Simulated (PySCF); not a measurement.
The calculation's input:

```
{"job": {"kind": "nmr", "xc": "PBE0", "basis": "pcSseg-1"}, "charge": 0, "multiplicity": 1}
O     -1.440167    -1.319127     0.364744
C     -1.226368    -0.163833     0.148455
N      0.018198     0.417207    -0.069968
C      1.259969    -0.209465    -0.071220
O      1.464546    -1.372735     0.107346
H     -2.031763     0.610104     0.094392
H      0.021946     1.418098    -0.234490
H      2.071868     0.534100    -0.267459
```

Run with:

```sh
OMP_NUM_THREADS=1 python probes_run.py task.json out
```

Geometry: PBE0-D3(BJ)/def2-SVP.

These are results of PySCF, PBE0/pcSseg-1, SCF density, gas phase, non-relativistic, not measurements.

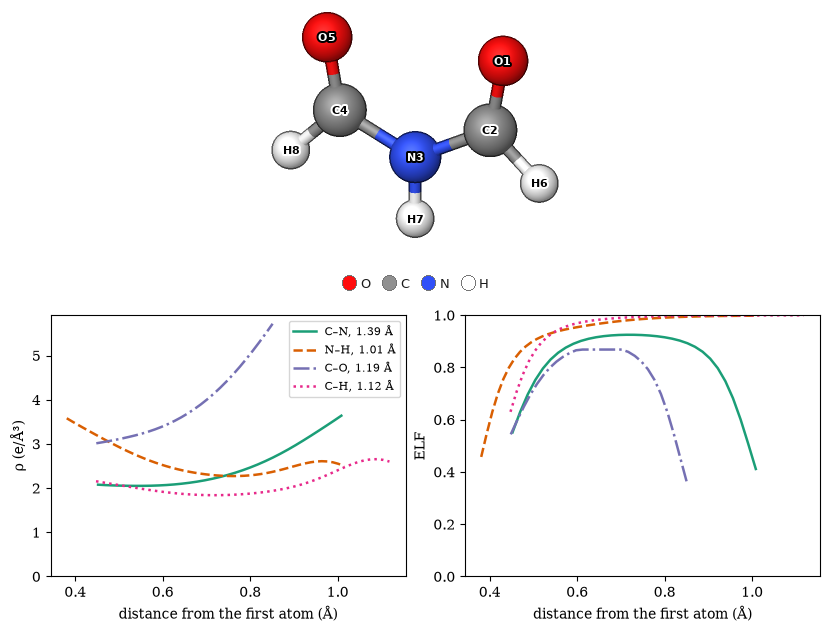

C$_{2}$H$_{3}$NO$_{2}$ (Formimide). Electron density and ELF along straight lines between neighbouring atoms. The curves leave out the atomic cores. The structure is drawn too.

### What kind of bonding do the profiles show?

C–N (1.39 Å): the density is about 2.2 e/Å³ at the midpoint; the ELF peaks at about 0.95 between the atoms, as expected for localised, covalent bonding.
N–H (1.01 Å): the density is about 2.9 e/Å³ at the midpoint; the ELF climbs to about 1 towards the hydrogen, as it does in any bond to H; a covalent bond by its length.
C–O (1.19 Å): ρ at the midpoint is about 3.4 e/Å³; the ELF peaks at about 0.85 between the atoms (a multiple bond).
C–H (1.12 Å): ρ is about 2 e/Å³ halfway; the ELF climbs to about 1 towards the hydrogen: a covalent bond by its length.
